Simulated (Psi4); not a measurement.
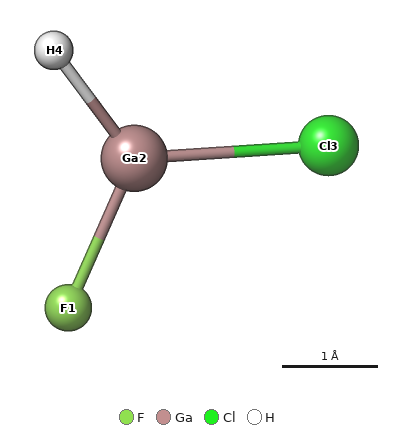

Fig. 1: The input geometry (ball-and-stick view, seen at an oblique angle; atoms are numbered from 1 in the order of the input). Sticks mark near contacts.

GaHClF: single-point calculation

- system: GaHClF, SMILES [F][GaH][Cl]
- method: SCS(N)-MP2/def2-TZVPP, RHF, ZORA (Psi4 1.11)

The geometry comes from this level: PBE0-D4/def2-TZVP.

Output
```
Psi4 1.11 release

Relativistic analytic gradients are not implemented yet, re-routing to finite differences.

   => Loading Basis Set <=

    Name: DEF2-TZVPP
    Role: ORBITAL
    Keyword: BASIS

         ---------------------------------------------------------
                                   SCF
                              RHF Reference
                        1 Threads,   1525 MiB Core
         ---------------------------------------------------------

  ==> Geometry <==

    Molecular point group: c1
    Full point group: C1

    Geometry (in Angstrom), charge = 0, multiplicity = 1:

       Center              X                  Y                   Z               Mass
    ------------   -----------------  -----------------  -----------------  -----------------
         F           -1.686800000000     0.040400000000     0.266300000000    18.998403162730
         GA           0.024200000000     0.133600000000    -0.059000000000    68.925573500000
         CL           1.066200000000    -1.658900000000     0.391700000000    34.968852682000
         H            0.652000000000     1.424600000000    -0.619400000000     1.007825032230

  Running in c1 symmetry.

  Rotational constants: A =      0.42906  B =      0.10414  C =      0.08381 [cm^-1]
  Rotational constants: A =  12862.93482  B =   3122.11502  C =   2512.45051 [MHz]
  Nuclear repulsion =  256.152621511389611

  Charge       = 0
  Multiplicity = 1
  Electrons    = 58
  Nalpha       = 29
  Nbeta        = 29

  ==> Algorithm <==

  SCF Algorithm Type is PK.
  DIIS enabled.
  MOM disabled.
  Fractional occupation disabled.
  Guess Type is SAD.
  Energy threshold   = 1.00e-08
  Density threshold  = 1.00e-08
  Integral threshold = 1.00e-12

  ==> Primary Basis <==

  Basis Set: DEF2-TZVPP
    Blend: DEF2-TZVPP
    Number of shells: 47
    Number of basis functions: 135
    Number of Cartesian functions: 154
    Spherical Harmonics?: true
    Max angular momentum: 3

  ==> Integral Setup <==

  Using in-core PK algorithm.
   Calculation information:
      Number of atoms:                   4
      Number of AO shells:              47
      Number of primitives:             93
      Number of atomic orbitals:       154
      Number of basis functions:       135

      Integral cutoff                 1.00e-12
      Number of threads:                 1

  Performing in-core PK
  Using 84281580 doubles for integral storage.
  We computed 514810 shell quartets total.
  Whereas there are 636756 unique shell quartets.

  ==> DiskJK: Disk-Based J/K Matrices <==

    J tasked:                  Yes
    K tasked:                  Yes
    wK tasked:                  No
    Memory [MiB]:             1144
    Schwarz Cutoff:          1E-12

 OEINTS: Using relativistic (ZORA) kinetic integrals.

        ____  ____  ___  ___
       /_  / / __ \/ _ \/ _ |
        / /_/ /_/ / , _/ __ |
       /___/\____/_/|_/_/ |_|
      ========================

  ==> ZORA Details <==
    Total number of grid points: 949245
    Total number of batches: 6377
    Using 1 thread(s)

  Minimum eigenvalue in the overlap matrix is 5.1259159028E-03.
  Reciprocal condition number of the overlap matrix is 1.1832220387E-03.
    Using symmetric orthogonalization.

  ==> Pre-Iterations <==

  SCF Guess: Superposition of Atomic Densities via on-the-fly atomic UHF (no occupation information).

   -------------------------
    Irrep   Nso     Nmo
   -------------------------
     A        135     135
   -------------------------
    Total     135     135
   -------------------------

  ==> Iterations <==

                        Total Energy        Delta E     RMS |[F,P]|

   @RHF iter SAD: -2507.98884808229423   -2.50799e+03   0.00000e+00
   @RHF iter   1: -2510.87751960802507   -2.51088e+03   2.20309e-02 ADIIS+DIIS
   @RHF iter   2: -2510.87751960802507    0.00000e+00   2.70710e-02 EDIIS+DIIS
   @RHF iter   3: -2512.47110453427786   -1.59358e+00   1.22335e-03 EDIIS+DIIS
   @RHF iter   4: -2512.47952046412456   -8.41593e-03   2.94861e-04 ADIIS+DIIS
   @RHF iter   5: -2512.48011958881580   -5.99125e-04   1.14891e-04 ADIIS+DIIS
   @RHF iter   6: -2512.48021675734071   -9.71685e-05   2.41036e-05 DIIS
   @RHF iter   7: -2512.48022395026101   -7.19292e-06   8.86958e-06 DIIS
   @RHF iter   8: -2512.48022503353468   -1.08327e-06   2.79747e-06 DIIS
   @RHF iter   9: -2512.48022522605925   -1.92525e-07   1.00112e-06 DIIS
   @RHF iter  10: -2512.48022524591443   -1.98552e-08   3.72383e-07 DIIS
   @RHF iter  11: -2512.48022524722910   -1.31467e-09   5.99984e-08 DIIS
   @RHF iter  12: -2512.48022524728958   -6.04814e-11   1.51191e-08 DIIS
   @RHF iter  13: -2512.48022524729458   -5.00222e-12   7.19471e-09 Converged
  Energy and wave function converged.

  ==> Post-Iterations <==

    Orbital Energies [Eh]
    ---------------------

    Doubly Occupied:

       1A   -388.539350     2A   -105.631184     3A    -49.447474
       4A    -43.034740     5A    -43.031012     6A    -43.030210
       7A    -26.298955     8A    -10.633461     9A     -8.042355
      10A     -8.041425    11A     -8.041317    12A     -6.626284
      13A     -4.601938    14A     -4.596231    15A     -4.594668
      16A     -1.536265    17A     -1.240926    18A     -1.235877
      19A     -1.232314    20A     -1.231273    21A     -1.226104
      22A     -1.085073    23A     -0.677499    24A     -0.618455
      25A     -0.610965    26A     -0.567219    27A     -0.497189
      28A     -0.477100    29A     -0.466812

    Virtual:

      30A      0.045305    31A      0.089921    32A      0.129686
      33A      0.200464    34A      0.237729    35A      0.282839
      36A      0.306529    37A      0.308596    38A      0.313700
      39A      0.338295    40A      0.350956    41A      0.383806
      42A      0.456650    43A      0.516355    44A      0.545025
      45A      0.560390    46A      0.624687    47A      0.633878
      48A      0.672093    49A      0.715040    50A      0.742351
      51A      0.769312    52A      0.798400    53A      0.840496
      54A      0.903945    55A      0.967520    56A      0.969068
      57A      1.005568    58A      1.021567    59A      1.054938
      60A      1.110780    61A      1.132953    62A      1.165137
      63A      1.191283    64A      1.202016    65A      1.237263
      66A      1.314732    67A      1.353657    68A      1.362269
      69A      1.504568    70A      1.532782    71A      1.636372
      72A      2.093977    73A      2.105239    74A      2.169339
      75A      2.205826    76A      2.228607    77A      2.336536
      78A      2.359078    79A      2.396060    80A      2.408682
      81A      2.413119    82A      2.438076    83A      2.459541
      84A      2.487081    85A      2.521390    86A      2.551983
      87A      2.570991    88A      2.585713    89A      2.587772
      90A      2.614771    91A      2.662850    92A      2.744720
      93A      2.793780    94A      2.851306    95A      2.943869
      96A      2.973252    97A      3.189265    98A      3.543240
      99A      3.553775   100A      3.612523   101A      3.766414
     102A      3.794133   103A      3.818124   104A      3.884324
     105A      4.003512   106A      4.172209   107A      4.190825
     108A      4.298480   109A      4.344056   110A      4.428998
     111A      4.666186   112A      4.830827   113A      5.869170
     114A      7.431409   115A      7.432097   116A      7.434644
     117A      7.443259   118A      7.446319   119A      7.476954
     120A      7.507439   121A      8.661600   122A      8.668862
     123A      8.742968   124A      8.771562   125A      8.800570
     126A      8.934528   127A      8.955036   128A      9.150993
     129A      9.220615   130A      9.432200   131A     11.453366
     132A     11.476706   133A     11.790472   134A     25.482578
     135A     58.241927

    Final Occupation by Irrep:
              A
    DOCC [    29 ]
    NA   [    29 ]
    NB   [    29 ]

  @RHF Final Energy: -2512.48022524728503

   => Energetics <=

    Nuclear Repulsion Energy =            256.1526215113896114
    One-Electron Energy =               -4003.4783398160825527
    Two-Electron Energy =                1234.8454930574084756
    Total Energy =                      -2512.4802252472845794

Computation Completed

Properties will be evaluated at   0.000000,   0.000000,   0.000000 [a0]

Properties computed using the SCF density matrix

 Multipole Moments:

 ------------------------------------------------------------------------------------
     Multipole            Electronic (a.u.)      Nuclear  (a.u.)        Total (a.u.)
 ------------------------------------------------------------------------------------

 L = 1.  Multiply by 2.5417464519 to convert [e a0] to [Debye]
 Dipole X            :         -7.6400707            8.2135056            0.5734349
 Dipole Y            :         42.7376498          -42.0870354            0.6506144
 Dipole Z            :        -12.8120800           12.4857985           -0.3262815
 Magnitude           :                                                    0.9265994

 ------------------------------------------------------------------------------------

	total time  =         15 seconds =       0.25 minutes
 MINTS: Wrapper to libmints.

   Calculation information:
      Number of threads:                 1
      Number of atoms:                   4
      Number of AO shells:              47
      Number of SO shells:              47
      Number of primitives:             93
      Number of atomic orbitals:       154
      Number of basis functions:       135

      Number of irreps:                  1
      Integral cutoff                 1.00e-12
      Number of functions per irrep: [ 135 ]

 OEINTS: Overlap, kinetic, potential, dipole, and quadrupole integrals
         stored in file 35.

      Computing two-electron integrals...done
      Computed 33347814 non-zero two-electron integrals.
        Stored in file 33.

  Module OCC Options:
  ----------------------------------------------------------------------------
  ACTIVE                        => (empty)
  BASIS_RELATIVISTIC            => (empty)
  BENCH                         => (empty)
  CACHELEVEL                    => (empty)
  CCL_ENERGY                    => (empty)
  CC_MAXITER                    => (empty)
  CC_TYPE                       => (empty)
  CEPA_OS_SCALE                 => (empty)
  CEPA_SOS_SCALE                => (empty)
  CEPA_SS_SCALE                 => (empty)
  CEPA_TYPE                     => (empty)
  CI_TYPE                       => (empty)
  CUBEPROP_BASIS_FUNCTIONS      => (empty)
  CUBEPROP_FILEPATH             => (empty)
  CUBEPROP_ISOCONTOUR_THRESHOLD => (empty)
  CUBEPROP_ORBITALS             => (empty)
  CUBEPROP_TASKS                => (empty)
  CUBIC_BASIS_TOLERANCE         => (empty)
  CUBIC_BLOCK_MAX_POINTS        => (empty)
  CUBIC_GRID_OVERAGE            => (empty)
  CUBIC_GRID_SPACING            => (empty)
  CUTOFF                        => (empty)
  DDX                           => (empty)
  DEBUG                         => (empty)
  DERTYPE                       => (empty)
  DF_BASIS_CC                   => (empty)
  DIE_IF_NOT_CONVERGED          => (empty)
  DIIS_MAX_VECS                 => (empty)
  DIIS_MIN_VECS                 => (empty)
  DKH_ORDER                     => (empty)
  DOCC                          => (empty)
  DO_DIIS                       => (empty)
  DO_LEVEL_SHIFT                => (empty)
  DO_SCS                        => (empty)
  DO_SOS                        => (empty)
  E3_SCALE                      => (empty)
  EA_POLES                      => (empty)
  EKT_EA                        => (empty)
  EKT_IP                        => (empty)
  EP_EA_POLES                   => (empty)
  EP_IP_POLES                   => (empty)
  EP_MAXITER                    => (empty)
  EXTERNAL_POTENTIAL_SYMMETRY   => (empty)
  E_CONVERGENCE                 => 1e-06           !
  FREEZE_CORE                   => -2              !
  FREEZE_CORE_POLICY            => (empty)
  FROZEN_DOCC                   => (empty)
  FROZEN_UOCC                   => (empty)
  INTEGRAL_PACKAGE              => (empty)
  IP_POLES                      => (empty)
  LEVEL_SHIFT                   => (empty)
  LITERAL_CFOUR                 => (empty)
  LS_THC_BASIS_TOLERANCE        => (empty)
  LS_THC_DF                     => (empty)
  LS_THC_PRUNING_SCHEME         => (empty)
  LS_THC_RADIAL_POINTS          => (empty)
  LS_THC_SPHERICAL_POINTS       => (empty)
  LS_THC_S_EPSILON              => (empty)
  LS_THC_WEIGHTS_TOLERANCE      => (empty)
  MAT_NUM_COLUMN_PRINT          => (empty)
  MAX_MOGRAD_CONVERGENCE        => (empty)
  MAX_RADIAL_MOMENT             => (empty)
  MBIS_D_CONVERGENCE            => (empty)
  MBIS_MAXITER                  => (empty)
  MBIS_PRUNING_SCHEME           => (empty)
  MBIS_RADIAL_POINTS            => (empty)
  MBIS_SPHERICAL_POINTS         => (empty)
  MOGRAD_DAMPING                => (empty)
  MOLDEN_WITH_VIRTUAL           => (empty)
  MO_MAXITER                    => (empty)
  MO_READ                       => (empty)
  MO_STEP_MAX                   => (empty)
  MO_WRITE                      => (empty)
  MP2_OS_SCALE                  => (empty)
  MP2_SOS_SCALE                 => (empty)
  MP2_SOS_SCALE2                => (empty)
  MP2_SS_SCALE                  => (empty)
  MP2_TYPE                      => (empty)
  MP_TYPE                       => (empty)
  NAT_ORBS                      => (empty)
  NUM_FROZEN_DOCC               => (empty)
  NUM_FROZEN_UOCC               => (empty)
  NUM_GPUS                      => (empty)
  OCC_ORBS_PRINT                => (empty)
  OEPROP                        => (empty)
  OPT_METHOD                    => (empty)
  ORBITAL_OPTIMIZER_PACKAGE     => OOO             !
  ORB_OPT                       => FALSE           !
  ORB_RESP_SOLVER               => (empty)
  ORTH_TYPE                     => (empty)
  OS_SCALE                      => (empty)
  PARENT_SYMMETRY               => (empty)
  PCG_BETA_TYPE                 => (empty)
  PCG_CONVERGENCE               => (empty)
  PCG_MAXITER                   => (empty)
  PCM                           => (empty)
  PE                            => (empty)
  PRINT                         => (empty)
  PRINT_NOONS                   => (empty)
  PROPERTIES                    => (empty)
  PROPERTIES_ORIGIN             => (empty)
  PUREAM                        => TRUE            !
  QC_MODULE                     => (empty)
  RAS1                          => (empty)
  RAS2                          => (empty)
  RAS3                          => (empty)
  RAS4                          => (empty)
  RELATIVISTIC                  => ZORA            !
  RELAXED                       => (empty)
  REMP_A                        => (empty)
  RESTRICTED_DOCC               => (empty)
  RESTRICTED_UOCC               => (empty)
  RMS_MOGRAD_CONVERGENCE        => (empty)
  R_CONVERGENCE                 => (empty)
  SCF_TYPE                      => PK              !
  SCREENING                     => (empty)
  SCS_TYPE                      => (empty)
  SOCC                          => (empty)
  SOS_TYPE                      => (empty)
  SPIN_SCALE_TYPE               => SCSN            !
  SS_SCALE                      => (empty)
  SYMMETRIZE                    => (empty)
  TPDM_ABCD_TYPE                => (empty)
  WFN                           => (empty)
  WFN_TYPE                      => OMP2            !
  WRITER_FILE_LABEL             => (empty)
  ZORA_BASIS_TOLERANCE          => (empty)
  ZORA_NR_DEBUG                 => (empty)
  ZORA_PRUNING_SCHEME           => (empty)
  ZORA_RADIAL_POINTS            => (empty)
  ZORA_SPHERICAL_POINTS         => (empty)

 ==============================================================================
 ==============================================================================
 ==============================================================================

                             MP2

 ==============================================================================
 ==============================================================================
 ==============================================================================

	MO spaces per irreps...

	IRREP   FC    OCC   VIR  FV
	==============================
	   A     6    23   106    0
	==============================

	Memory is   1600 MB
	Cost of iabc is    256 MB
	Cost of abcd is    960 MB
	Switching to the incore algorithm for iabc..
	Switching to the incore algorithm for abcd..

	Computing MP2 energy using SCF MOs (Canonical MP2)...
	==============================================================================
	Nuclear Repulsion Energy (a.u.)    :   256.15262151138961
	SCF Energy (a.u.)                  : -2512.48022524728503
	REF Energy (a.u.)                  : -2512.48022524728503
	Alpha-Alpha Contribution (a.u.)    :    -0.14192589139844
	Alpha-Beta Contribution (a.u.)     :    -0.70474378113618
	Beta-Beta Contribution (a.u.)      :    -0.14192589139844
	Scaled_SS Correlation Energy (a.u.):    -0.09461726093230
	Scaled_OS Correlation Energy (a.u.):    -0.84569253736341
	SCS-MP2 Total Energy (a.u.)        : -2513.42053504558044
	SOS-MP2 Total Energy (a.u.)        : -2513.32591778464848
	SCSN-MP2 Total Energy (a.u.)       : -2512.97980438500736
	SCS-MP2-VDW Total Energy (a.u.)    : -2513.52422317853780
	SOS-PI-MP2 Total Energy (a.u.)     : -2513.46686654087580
	MP2 Correlation Energy (a.u.)      :    -0.98859556393307
	MP2 Total Energy (a.u.)            : -2513.46882081121794
	==============================================================================

	total time  =          4 seconds =       0.07 minutes

    Psi4 run time: 0:00:20.09
```

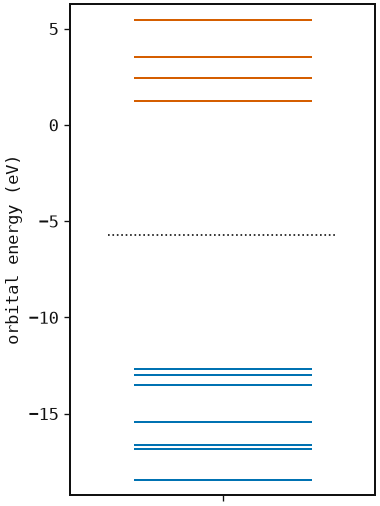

Fig. 2: Orbital energies near the frontier (SCF reference); the dotted line parts filled from empty levels, and levels within 0.02 eV of each other stand side by side. Highest filled −12.70 eV, lowest empty 1.23 eV, 13.93 eV apart.

The run was set up as follows.

Input (input.in)
```
memory 1600 MB

molecule {
  0 1
  F     -1.686800     0.040400     0.266300
  Ga     0.024200     0.133600    -0.059000
  Cl     1.066200    -1.658900     0.391700
  H      0.652000     1.424600    -0.619400
  units angstrom
  no_reorient
  no_com
}

set basis def2-TZVPP
set reference rhf
set scf_type pk
set freeze_core -2
set orbital_optimizer_package ooo
set puream true
set relativistic zora

result, w = energy("scs(n)-mp2", return_wfn=True)
```

Launch command:
```bash
psi4 -i input.in -o input.out -n 1
```

Results in brief

| quantity | value |
| --- | --- |
| outcome | converged |
| total energy | −2512.979804 hartree |
| SCF energy | −2512.480225 hartree |
| MP2 energy | −2513.468821 hartree |
| correlation energy | −0.499579 hartree |
| basis functions | 135 |
| HOMO of the SCF reference | −12.70 eV |
| LUMO of the SCF reference | 1.23 eV |
| hardware | 1 thread of AMD EPYC (Zen 5), 16 GiB of memory available, shared host |
| wall time | 21 s |
| peak memory | 1.1 GiB |

Settings chosen away from the usual ones: orbital_optimizer_package set to ooo; freeze_core set to -2 (from true); puream set to true.
